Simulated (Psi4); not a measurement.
# SnH2O2 (SMILES [OH][Sn][OH]): TPSS/def2-QZVP (density fitting, core potential, sweep point 5)

Aim: the vertical singlet–triplet gap of SnH2O2 at TPSS/def2-QZVP (density fitting, core potential, sweep point 5), from 2 runs. The job is set up through a Python script.

The results are computed with Psi4 1.11.

**1. The structure to begin with**

SnH2O2 has 5 atoms, charge 0, and is taken as a singlet. As SMILES, `[OH][Sn][OH]`. The coordinates come from a PBE0-D4/def2-TZVP relaxation. This is one conformer, not always the lowest.

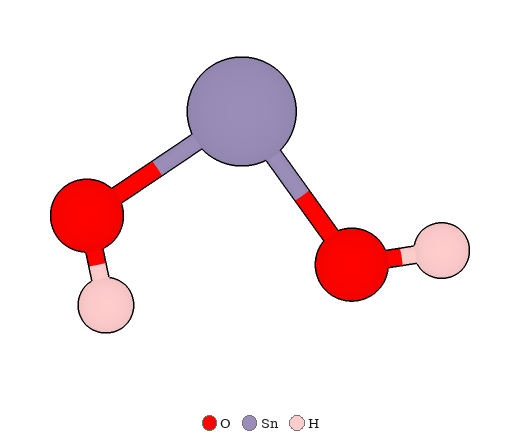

Viewed from a chosen angle; oxygen red, tin purple, hydrogen pink.

**2. The energy at TPSS/def2-QZVP (density fitting, core potential, sweep point 5)**

calc.py reads:

```python
import psi4

psi4.set_memory(1600000000)
psi4.set_num_threads(1)
psi4.set_output_file('output.dat', False)

molecule = psi4.geometry("""
O     -1.86005742     0.33599330    -1.15991390
Sn    -0.29045091    -1.78371249     1.51348165
O      2.95137426     0.00548021     1.20205479
H     -3.59274731    -0.01058247    -1.57111830
H      2.88598974     1.31354863    -0.06292788
units au
symmetry c1
""")

psi4.set_options({
    'basis': 'def2-QZVP',
    'puream': True,
    'scf_type': 'df',
    'dft_radial_points': 99,
    'dft_spherical_points': 590,
})

energy_value, wavefunction = psi4.energy('tpss', return_wfn=True)
print(f'total energy {energy_value:.8f} hartree = {energy_value * 27.211386:.5f} eV')
```

The run is started by

```sh
$ python calc.py
```

output.dat:

```text
[...]
    !!!  WARNING: ECP capability is in beta. Please check occupations closely.  !!!
[...]
  Running in c1 symmetry.
[...]
  Nuclear repulsion =  127.037901338857409
[...]
  Multiplicity = 1
[...]
  Nalpha       = 20
  Nbeta        = 20
[...]
    Number of basis functions: 256
[...]
   @DF-RKS iter   1:  -365.31795312657124   -8.86057e-01   5.43215e-03 DIIS/ADIIS
[...]
   @DF-RKS iter  10:  -366.02431395884707   -7.62042e-07   7.16032e-07 DIIS
[...]
    Orbital Energies [Eh]
    ---------------------
    Doubly Occupied:
       1A    -18.869335     2A    -18.863919     3A     -4.923055
       4A     -3.300628     5A     -3.293457     6A     -3.290290
       7A     -0.962435     8A     -0.955871     9A     -0.941416
      10A     -0.938643    11A     -0.933514    12A     -0.892628
      13A     -0.863485    14A     -0.467331    15A     -0.418863
      16A     -0.339567    17A     -0.283767    18A     -0.281537
      19A     -0.256202    20A     -0.235982
[...]
  @DF-RKS Final Energy:  -366.02431395884707
   => Energetics <=
    Nuclear Repulsion Energy =            127.0379013388574094
    One-Electron Energy =                -838.9815866660618440
    Two-Electron Energy =                 381.8739825540525885
    DFT Exchange-Correlation Energy =     -35.9546111856952137
    Empirical Dispersion Energy =           0.0000000000000000
    VV10 Nonlocal Energy =                  0.0000000000000000
    Total Energy =                       -366.0243139588470740
[...]
 Multipole Moments:
 ------------------------------------------------------------------------------------
     Multipole            Electronic (a.u.)      Nuclear  (a.u.)        Total (a.u.)
 ------------------------------------------------------------------------------------
 L = 1.  Multiply by 2.5417464519 to convert [e a0] to [Debye]
 Dipole X            :         -7.1531459            6.3334203           -0.8197255
 Dipole Y            :        -19.0427449           18.6165279           -0.4262170
 Dipole Z            :         14.9644548          -14.9107793            0.0536755
 Magnitude           :                                                    0.9254685
[...]
```

On the terminal:

```text
total energy -366.02431396 hartree = -9960.02889 eV
```

It took 2 min on 1 thread of Intel Xeon Platinum 8124M at 3.00GHz (Skylake/Cascade Lake), shared host; peak memory 1.4 GiB.

**3. The triplet**

run.py reads:

```python
import psi4

psi4.set_memory('1600 MB')
psi4.set_num_threads(1)
psi4.core.set_output_file('h2o2sn.out', False)

mol = psi4.geometry("""
0 3
O     -1.86005742     0.33599330    -1.15991390
Sn    -0.29045091    -1.78371249     1.51348165
O      2.95137426     0.00548021     1.20205479
H     -3.59274731    -0.01058247    -1.57111830
H      2.88598974     1.31354863    -0.06292788
units au
symmetry c1
""")

psi4.set_options(dict(reference='uks', puream=True, scf_type='df', dft_radial_points=99, dft_spherical_points=590, maxiter=100))

E, wfn = psi4.energy("tpss/def2-QZVP", return_wfn=True)
print(f'tpss/def2-QZVP energy: {E:.10f} Eh')
for k, v in sorted(psi4.core.scalar_variables().items()):
    print(f'{k:45s} {v:18.10f}')
```

The run is started by

```sh
$ python run.py
```

h2o2sn.out:

```text
[...]
    !!!  WARNING: ECP capability is in beta. Please check occupations closely.  !!!
[...]
  Running in c1 symmetry.
[...]
  Nuclear repulsion =  127.037901338857409
[...]
  Multiplicity = 3
[...]
  Nalpha       = 21
  Nbeta        = 19
[...]
    Number of basis functions: 256
[...]
   @DF-UKS iter   1:  -365.29927036086139   -8.67375e-01   4.98271e-03 ADIIS/DIIS
[...]
   @DF-UKS iter  11:  -365.90538577412582   -1.55430e-07   2.64102e-07 DIIS
[...]
   @S^2 Observed:                2.003463229E+00
[...]
    Orbital Energies [Eh]
    ---------------------
    Alpha Occupied:
       1A    -18.905863     2A    -18.886834     3A     -4.938659
       4A     -3.312305     5A     -3.310673     6A     -3.308452
       7A     -0.988185     8A     -0.971235     9A     -0.957462
      10A     -0.954079    11A     -0.952804    12A     -0.917494
      13A     -0.889913    14A     -0.492070    15A     -0.441917
      16A     -0.372436    17A     -0.314918    18A     -0.303524
      19A     -0.278806    20A     -0.276291    21A     -0.125708
    Alpha Virtual:
      22A     -0.059417    23A     -0.029105    24A      0.019206
      25A      0.050298    26A      0.050779    27A      0.054969
[...]
  @DF-UKS Final Energy:  -365.90538577412582
   => Energetics <=
    Nuclear Repulsion Energy =            127.0379013388574094
    One-Electron Energy =                -838.1720929264868118
    Two-Electron Energy =                 381.1645704296298618
    DFT Exchange-Correlation Energy =     -35.9357646161262991
    Empirical Dispersion Energy =           0.0000000000000000
    VV10 Nonlocal Energy =                  0.0000000000000000
    Total Energy =                       -365.9053857741258184
  UHF NO Occupations:
  HONO-2 :   19  A 1.9992083
  HONO-1 :   20  A 1.0000000
[...]
 Multipole Moments:
 ------------------------------------------------------------------------------------
     Multipole            Electronic (a.u.)      Nuclear  (a.u.)        Total (a.u.)
 ------------------------------------------------------------------------------------
 L = 1.  Multiply by 2.5417464519 to convert [e a0] to [Debye]
 Dipole X            :         -7.1119915            6.3334203           -0.7785711
 Dipole Y            :        -18.8773897           18.6165279           -0.2608618
 Dipole Z            :         14.8256056          -14.9107793           -0.0851737
 Magnitude           :                                                    0.8255159
[...]
```

On the terminal:

```text
tpss/def2-QZVP energy: -365.9053857741 Eh
CURRENT ENERGY                                   -365.9053857741
CURRENT REFERENCE ENERGY                         -365.9053857741
DD SOLVATION ENERGY                                 0.0000000000
DFT FUNCTIONAL TOTAL ENERGY                      -365.9053857741
DFT TOTAL ENERGY                                 -365.9053857741
DFT VV10 ENERGY                                     0.0000000000
DFT XC ENERGY                                     -35.9357646161
GRID ELECTRONS ALPHA                               20.9999981069
GRID ELECTRONS BETA                                18.9999981960
GRID ELECTRONS TOTAL                               39.9999963029
NUCLEAR REPULSION ENERGY                          127.0379013389
ONE-ELECTRON ENERGY                              -838.1720929265
PCM POLARIZATION ENERGY                             0.0000000000
PE ENERGY                                           0.0000000000
SCF ITERATION ENERGY                             -365.9053857741
SCF ITERATIONS                                     11.0000000000
SCF TOTAL ENERGY                                 -365.9053857741
TWO-ELECTRON ENERGY                               381.1645704296
XC GRID RADIAL POINTS                              99.0000000000
XC GRID SPHERICAL POINTS                          590.0000000000
XC GRID TOTAL POINTS                           281535.0000000000
```

Run time: 3.1 min. Hardware: 1 thread of Intel Xeon Platinum 8124M at 3.00GHz (Skylake/Cascade Lake), shared host; peak memory 1.4 GiB.

**4. Results**

Level: TPSS/def2-QZVP (density fitting, core potential, sweep point 5).

```
                                        quantity          value
                           singlet: total energy  -366.02431 Eh
                          singlet: dipole moment         2.35 D
                            singlet: HOMO energy       -6.42 eV
                            singlet: LUMO energy       -2.58 eV
                          singlet: HOMO–LUMO gap        3.85 eV
                           triplet: total energy  -365.90539 Eh
                          triplet: dipole moment         2.10 D
     triplet: HOMO energy (highest over α and β)       -3.42 eV
                                   triplet: ⟨S²⟩          2.003
vertical energy of the triplet above the singlet       3.236 eV
```

**Reading.** At this shape the triplet lies 3.24 eV (312 kJ/mol) above the singlet.
